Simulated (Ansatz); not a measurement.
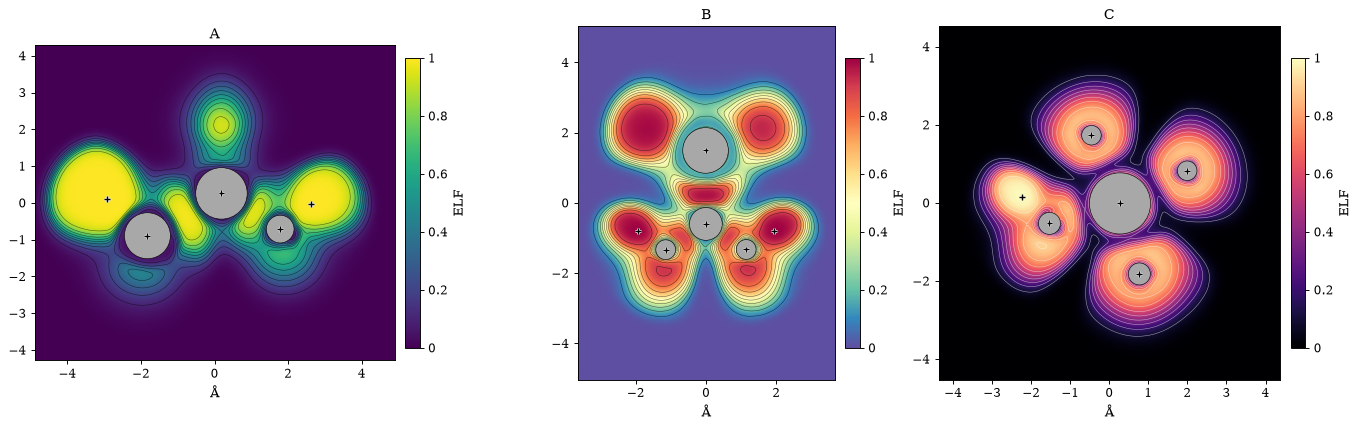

The electron localisation function of 3 systems, each on a plane through atoms (crosses mark nuclei in the plane; grey discs cover the cores).

All numbers below come from Ansatz 0.2.0, RKS PBE0-D4/def2-TZVPP.

System 1: CH$_{7}$BGeO$_{2}$ (SMILES [CH3][GeH2][B](O)O), the plane of atoms Ge2, B3 and O4. Geometry: PBE0-D4/def2-TZVP.

| atom | x (Å) | y (Å) | z (Å) |
| --- | --- | --- | --- |
| C | -1.2244 | 1.3983 | -0.1347 |
| Ge | 0.3598 | 0.5069 | 0.6089 |
| B | 0.6970 | -1.3602 | -0.2736 |
| O | 0.1998 | -2.5132 | 0.2480 |
| O | 1.4060 | -1.5098 | -1.4243 |
| H | -1.3756 | 2.3654 | 0.3453 |
| H | -2.1133 | 0.7865 | 0.0241 |
| H | -1.1026 | 1.5563 | -1.2072 |
| H | 0.1586 | 0.3569 | 2.1350 |
| H | 1.5772 | 1.4379 | 0.4043 |
| H | -0.2752 | -2.3891 | 1.0705 |
| H | 1.7697 | -0.6909 | -1.7625 |

System 2: C$_{3}$H$_{10}$Si$_{2}$ (SMILES C[Si]1([SiH3])CC1), the plane of atoms Si2, Si3 and H11. Geometry: PBE0-D4/def2-TZVP.

```xyz
15

C    -2.0241    0.0289    0.3282
Si   -0.1772   -0.0229    0.0463
Si    1.0618   -1.7139    1.0372
C     0.7109    1.5730   -0.2908
C     0.4962    0.6895   -1.5313
H    -2.2589    0.1315    1.3899
H    -2.4529    0.8830   -0.2011
H    -2.5060   -0.8792   -0.0408
H     0.9563   -1.6809    2.5224
H     0.6228   -3.0623    0.5822
H     2.4891   -1.5269    0.6587
H     1.7364    1.7037    0.0385
H     0.1428    2.4980   -0.2571
H     1.3866    0.2643   -1.9822
H    -0.2058    1.0634   -2.2709
```

System 3: F$_{2}$H$_{4}$O$_{4}$W (SMILES [OH][W]([OH])([OH])([OH])([F])[F]), the plane of atoms O5, W2 and F7. Geometry: PBE0-D4/def2-TZVP; core potentials replace the inner electrons of W.

```xyz
11

O    -1.3576   -1.0727    0.9006
W    -0.0438   -0.0157    0.1043
O     1.4659   -1.0010    0.6279
O     0.8468    1.3444   -0.8486
O    -0.1435   -1.0301   -1.4668
F     0.2962    0.9246    1.7129
F    -1.5291    1.1651   -0.1455
H    -2.2820   -0.8219    0.9757
H     1.9259   -0.7857    1.4446
H     0.4184    2.1768   -1.0626
H     0.4029   -0.8838   -2.2427
```

> Which map belongs to which system?

Panel A is system 2, C$_{3}$H$_{10}$Si$_{2}$: the plane holds C, Si and H. C–Si (1.87 Å): the ELF peaks at about 0.95 between the atoms, as expected for a covalent bond. Panel B is system 1, CH$_{7}$BGeO$_{2}$: the plane holds Ge, B, O and H. B–O (1.36 Å): the ELF peaks at about 0.90 between the atoms; a polar covalent bond. Panel C is system 3, F$_{2}$H$_{4}$O$_{4}$W: the plane holds W, O, F and H. W–O (1.88 Å): the ELF peaks at about 0.85 in the valence shell of O, 0.5 Å from its nucleus, and drops to about 0.30 between the two atoms.
